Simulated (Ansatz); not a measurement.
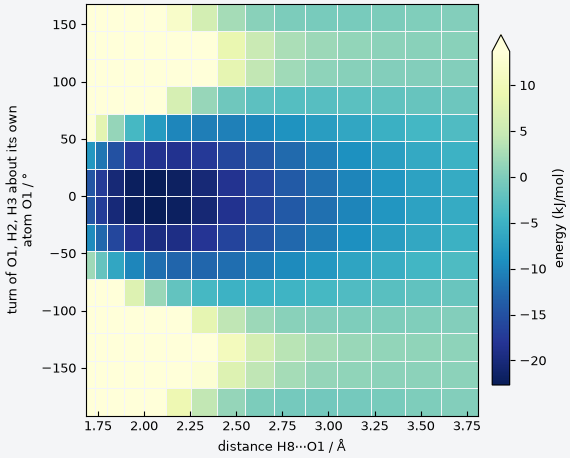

Energy landscape of the pair H₂O···CHCl₃. The turn is about an axis along (−0.90, −0.43, 0.06) in the frame of the relaxed pair, normal to the line between the partners. The first coordinate is: distance H8···O1; the second: turn of O1, H2, H3 about its own atom O1. Grid: 15 × 15 points. Points are written as (first, second). Energies are in kJ/mol, from the two partners far apart, frozen as in the relaxed pair, each in its own basis (no counterpoise correction). Energies and slopes of some neighbouring points disagree (a jump in structure or state, or too coarse a mesh). The calculation used Ansatz, RKS PBE-D4/def2-SVPD.

In the figure: one coloured cell a grid point, one colour for all values above the top of the scale. 

Question: What does the map say about the system?

Answer: The lowest grid point is at (2.056 Å, −12°), −23 kJ/mol from the two partners far apart, frozen as in the relaxed pair, each in its own basis (no counterpoise correction). Other grid points that lie below all their neighbours: (2.959 Å, −180°) (22 kJ/mol higher). The highest grid point, (1.710 Å, −132°), lies 235 kJ/mol above the lowest.

The values on the grid:

```csv
"second ↓, first →",1.710,1.760,1.841,1.942,2.056,2.183,2.321,2.468,2.624,2.788,2.959,3.137,3.322,3.513,3.710
156,82,68,50,33,21,12,6,2,1,0,0,0,0,0,0
132,180,146,105,70,44,27,15,9,5,3,2,1,1,1,1
108,184,149,107,70,44,26,15,8,4,2,1,0,0,0,0
84,70,57,40,25,14,6,2,−1,−2,−3,−3,−3,−2,−2,−1
60,13,8,1,−4,−8,−10,−11,−11,−10,−9,−8,−6,−5,−4,−3
36,−8,−11,−15,−17,−19,−18,−18,−16,−14,−12,−11,−9,−7,−6,−5
12,−15,−17,−20,−22,−23,−22,−20,−18,−16,−14,−12,−10,−8,−7,−6
−12,−14,−17,−20,−22,−23,−22,−20,−18,−16,−14,−12,−10,−8,−7,−6
−36,−10,−13,−16,−19,−19,−19,−18,−16,−15,−13,−11,−9,−8,−6,−5
−60,2,−2,−6,−10,−12,−13,−13,−12,−11,−10,−8,−7,−6,−4,−4
−84,31,24,15,7,2,−2,−4,−5,−5,−5,−4,−3,−3,−2,−2
−108,101,84,61,41,26,15,8,4,2,1,0,0,0,0,0
−132,212,171,121,80,50,30,18,10,6,4,2,2,1,1,1
−156,142,117,85,57,37,22,13,7,4,2,1,1,1,1,1
−180,70,58,42,28,17,9,4,1,0,−1,−1,−1,0,0,0
```

Each point was launched as `ansatz run input.yaml --threads 1 --pin off --max-ram 2560MiB --backend cpu --events-out ev --progress --plain --runs-dir out`. The whole map (225 points run) took 40 min on 1 thread of Arm Neoverse N1 (shared host).
